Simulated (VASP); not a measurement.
Band structure of BaMg (space group Pmma). All values below come from PBEsol GGA, VASP's PBE PAW potentials (set 64) (plane waves; VASP).

Unless said otherwise, spin-orbit coupling is left out, though it shifts the bands of the heavy elements here.

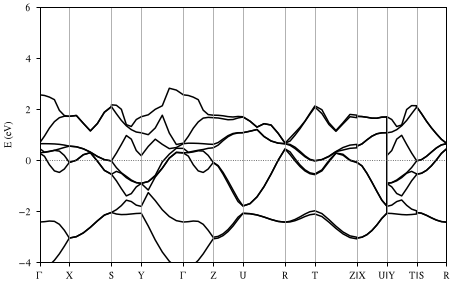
Bands along high-symmetry lines, zero at the valence-band maximum or, without a gap, the Fermi level

Read the plot: is there a gap, and where are the band edges?

It has no gap at this level: it comes out as a metal or semimetal. (Edges off the drawn lines would not show.)

The structure comes from a computed database's BaMg entry (Pmma); how it stands against other phases isn't given here. It was relaxed first, which changed the volume by -6 %.
